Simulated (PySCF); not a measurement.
# C₄H₆Cl₃ (SMILES C[C](C)C(Cl)(Cl)Cl) (doublet): what the fields show

Input file:

```
{"job": {"kind": "epr", "basis": "pcH-1"}, "charge": 0, "multiplicity": 2}
C      1.391256    -0.441416     0.411946
C      0.054024    -0.057176    -0.099413
C     -0.950238    -1.086095    -0.459857
C     -0.324636     1.315233    -0.099543
Cl    -1.164695     1.666829     1.687857
Cl     0.983381     2.474212    -0.163740
Cl    -1.589292     1.758144    -1.228703
H      1.570029     0.005892     1.391685
H      2.178148    -0.067208    -0.246582
H      1.479087    -1.520665     0.489547
H     -1.950082    -0.775692    -0.161238
H     -0.972123    -1.232723    -1.543647
H     -0.709248    -2.038848     0.003961
```

Run with:

```sh
OMP_NUM_THREADS=1 python probes_run.py task.json out
```

Geometry: GFN2-xTB.

All numbers below come from PySCF, UKS B3LYP, pcH-1 on C Cl H, non-relativistic, mean-field spin-orbit, GIAO.

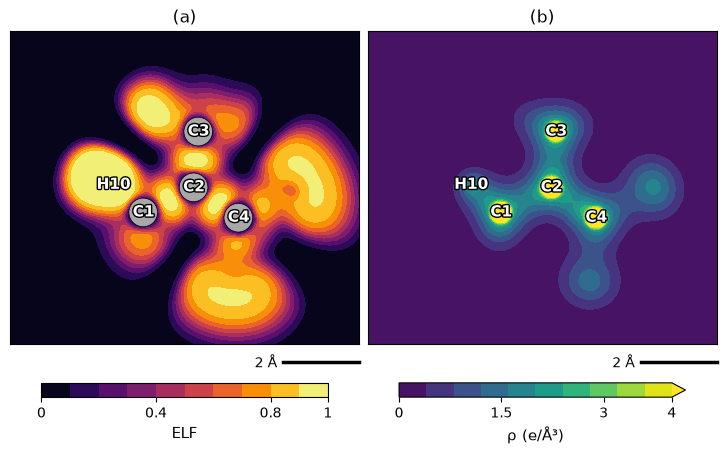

Figure 1. (a) ELF; (b) total electron density on the plane of atoms C1, C2 and C4. Grey discs cover the atomic cores in the ELF map.

> Describe what can be read from this map.

Atoms in the plane: C and H. C–C (1.42 Å): the density is about 2 e/Å³ at the midpoint; the ELF peaks at about 0.95 between the atoms; a covalent bond. C–H (1.09 Å): the density is about 2 e/Å³ at the midpoint; the ELF climbs to about 1 towards the hydrogen, as it does in any bond to H; a covalent bond by its length. C–C (1.48 Å): the density is about 1.8 e/Å³ at the midpoint; the ELF peaks at about 0.95 between the atoms, as expected for a shared electron pair. The ELF also peaks beside Cl6 and Cl7, away from the bonds: non-bonding electrons, paired or unpaired.

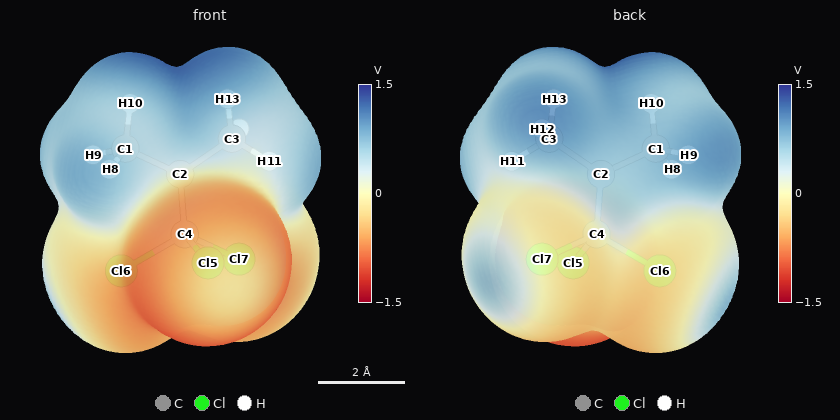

Figure 2. The electrostatic potential painted on the density surface at 0.002 e/bohr³, seen from the front and from behind; the colour scale runs from red (negative) to blue (positive).

> Which sites attract a positive test charge, and which a negative one?

A positive charge is drawn to the negative regions and a negative charge to the positive ones. The most negative region (about −1.0 V) lies over Cl5, the most positive (about +1.2 V) over H10 and H13. Cl6 shows a σ-hole: about +0.7 V at the tip opposite its bond, against about −0.1 V on its flanks. Cl7 shows a σ-hole: about +0.7 V at the tip opposite its bond, against about −0.1 V on its flanks.

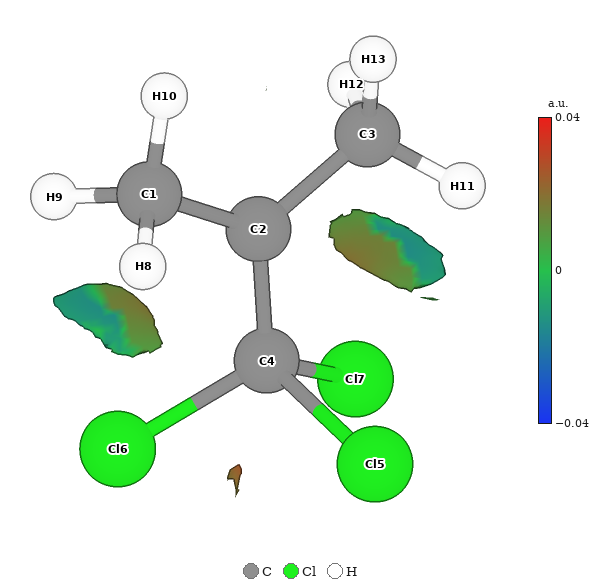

Figure 3. Non-covalent interaction (NCI) plot: the surface where the reduced density gradient is 0.5, for densities under 0.05 a.u., coloured by sign(λ₂)ρ; seen at a tilt.

> Which non-covalent interactions does the plot reveal?

- Between Cl7 and C4 on one side and C3 and H11 on the other: a weak contact, attractive (blue-green) on one side and crowded (olive to red) on the other
- Between Cl6 and C4 on one side and C1 and H9 on the other: a weak contact, attractive (blue-green) on one side and crowded (olive to red) on the other
